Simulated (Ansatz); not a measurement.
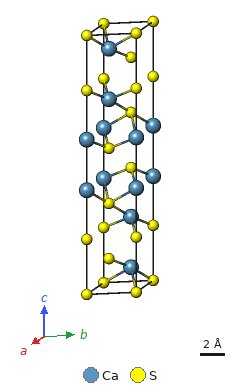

A crystal of Ca2S3 (built on the tetradymite_166 type), before the relaxation. The picture is a ball-and-stick view of the conventional cell (3 times the calculation's cell), seen slightly off an axis. Lengths and directions refer to the drawn axes.

Case: tetradymite type (R-3m, No. 166).

Level of theory: DFT PBE, scalar-relativistic, plane waves, PAW in Ansatz.

The input:
```yaml
crystal:
  lattice:
    - [2.1519638053, 1.2424368823, 7.6263894944]
    - [-2.1519638053, 1.2424368823, 7.6263894944]
    - [0.0, -2.4848737646, 7.6263894944]
  atoms:
    - { symbol: Ca, position: [0.4023934042, 0.4023934042, 0.4023934042] }
    - { symbol: Ca, position: [0.5976065958, 0.5976065958, 0.5976065958] }
    - { symbol: S, position: [0.0, 0.0, 0.0] }
    - { symbol: S, position: [0.2127365672, 0.2127365672, 0.2127365672] }
    - { symbol: S, position: [0.7872634328, 0.7872634328, 0.7872634328] }
basis:
  ecutwfc: 420
kpoints:
  mp_grid: { grid: [12, 12, 12] }
hamiltonian:
  xc: pbe
scf:
  occupations: { method: gaussian, width: 0.1 }
output:
  forces: true
  stress: true
  eigenvalues: true
relax:
  adjacent_minimum: "off"
  f_tol: 0.01
  max_steps: 80
  cell: { stress_tol: 0.05 }
```

Run as
```bash
ansatz run input.yaml --threads 1 --pin off --max-ram 2560MiB --backend cpu --events-out ev --progress --plain --runs-dir out
```

> What does the optimiser find from here?

The largest moves relative to the cell, 0.005 Å, are those of S4 and S5. S5 goes along −c. Largest moves by element: S 0.005 Å, Ca 0.001 Å. Cell: a = b 4.304 → 4.308 Å (+0.1 %), c 22.879 → 22.733 Å (−0.6 %). Volume −0.5 %. The space group stays R-3m (No. 166). After 2 accepted moves (3 points after the start) the energy has fallen by 0.1 meV per atom. The largest force component goes from 0.012 to 0.0095 eV/Å. The pressure goes from −0.15 to 0.03 GPa. The SCF was repeated once at an unchanged geometry on a basis and grid sized afresh for the cell, which shifted the energy by less than 0.05 meV per atom at most. The run took 57 s on 1 thread of Intel(R) Xeon(R) 6975P-C (Granite Rapids) (shared host), peak memory 0.74 GiB.

The structure at the end:

```
Ca S
1.0
     2.15390    1.24355    7.57753
    -2.15390    1.24355    7.57753
     0.00000   -2.48711    7.57753
Ca S
2 3
Direct
  0.40244 0.40244 0.40244
  0.59756 0.59756 0.59756
  0.00000 0.00000 0.00000
  0.21294 0.21294 0.21294
  0.78706 0.78706 0.78706
```

Limits of the set-up: layers or molecules are held without a dispersion correction, so their spacing is unreliable.
